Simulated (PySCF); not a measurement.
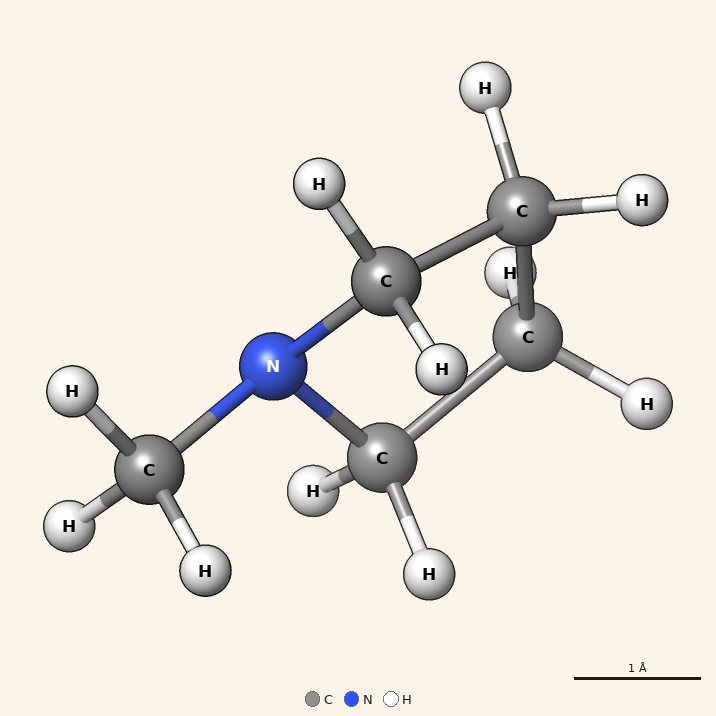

Rendered structure (ball-and-stick style). Every bond is drawn as one stick, whatever its order.

The geometry was computed by an optimisation with GFN2-xTB. No frequency run is at hand to confirm it as a minimum.

Describe the molecule.

The molecule is C5H11N. Its SMILES string is `CN1CCCC1`. Independent rings (smallest set): 1 of 5 members. Among its groups: tertiary amine. Coordination: 5 C tetrahedral; 1 N trigonal pyramidal.

The parts below concern this one geometry. Atoms keep their numbers from picture to picture.

**Geometry**

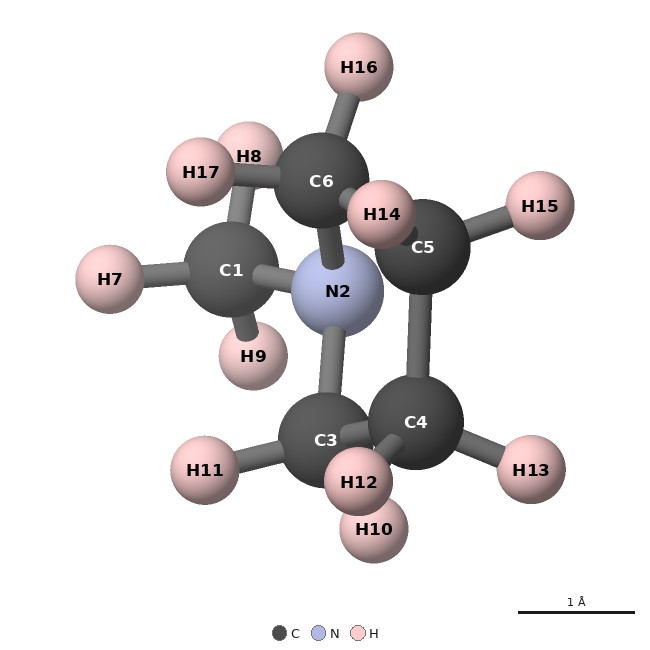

The atoms are numbered. No frequency run is at hand to confirm it as a minimum.

Give these bond angles: N2–C1–H9, N2–C3–C4, N2–C6–H16, N2–C6–H17, C3–N2–C6, C3–C4–C5, C3–C4–H13, C4–C3–H10, C4–C3–H11, C4–C5–C6, C5–C6–H16, C6–C5–H14.

| angle | degrees |
| --- | --- |
| N2–C1–H9 | 109.0 |
| N2–C3–C4 | 104.5 |
| N2–C6–H16 | 110.1 |
| N2–C6–H17 | 111.5 |
| C3–N2–C6 | 104.8 |
| C3–C4–C5 | 104.5 |
| C3–C4–H13 | 110.8 |
| C4–C3–H10 | 112.8 |
| C4–C3–H11 | 110.2 |
| C4–C5–C6 | 104.1 |
| C5–C6–H16 | 112.9 |
| C6–C5–H14 | 111.8 |

**Ring current**

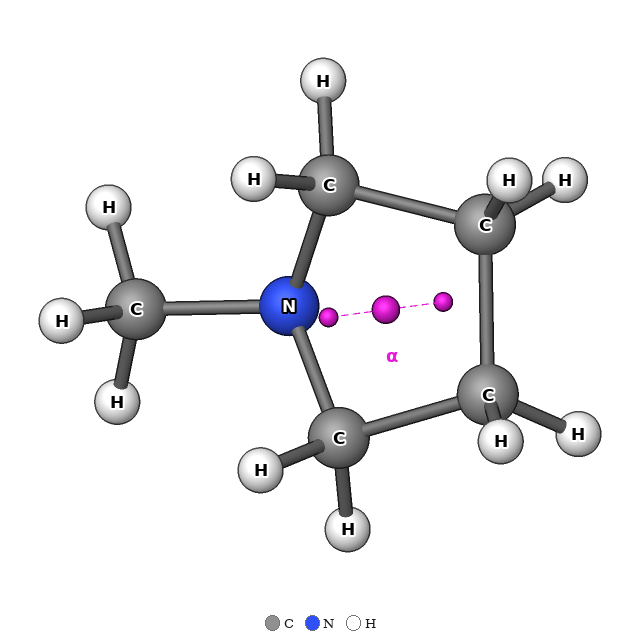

The small points mark where nucleus-independent chemical shifts (NICS) were computed: at the centre of each lettered ring and 1 Å above and below it. No frequency run is at hand to confirm it as a minimum. Method: GIAO PBE0/pcSseg-1 NMR shielding, non-relativistic, gas phase (PySCF 2.14.0).

Give NICS(0), NICS(1) and the out-of-plane component NICS(1)zz for each ring (means of the two sides).

```json
{"ring": "α", "members": "C4N", "NICS(0)": "−7.7", "NICS(1)": "−4.3", "NICS(1)zz": "−4.5"}
```

Values in ppm.

Question: What do the values say about the ring currents?

Answer: Ring α: weak, as in a non-aromatic ring. NICS is one index among several.

**Excitation**

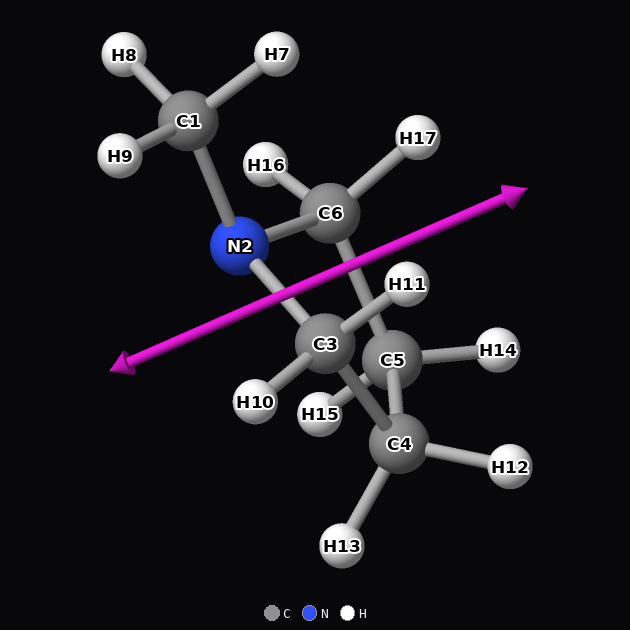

The double arrow shows the direction of the transition dipole to excited singlet state 4 (its length means nothing). No frequency run is at hand to confirm it as a minimum. Properties computed with TDDFT PBE0/def2-SVPD, vertical, gas phase, core orbitals frozen in the response (PySCF 2.14.0).

Question: Give its energy, strength and character.

Answer: 6.97 eV (178 nm), oscillator strength 0.080, mainly HOMO → LUMO+3 (weight 0.98); transition dipole 1.74 D.

**NMR shielding**

The questions are on isotropic NMR shieldings of the H atoms. No frequency run is at hand to confirm it as a minimum. Properties computed with GIAO PBE0/pcSseg-1 NMR shielding, non-relativistic, gas phase (PySCF 2.14.0).

Give the isotropic NMR shieldings of the H atoms atom by atom.

| atom | σ (ppm) |
| --- | --- |
| H7 | 30.07 |
| H8 | 29.06 |
| H9 | 29.08 |
| H10 | 28.73 |
| H11 | 29.96 |
| H12 | 30.07 |
| H13 | 29.76 |
| H14 | 30.07 |
| H15 | 29.74 |
| H16 | 28.82 |
| H17 | 29.99 |
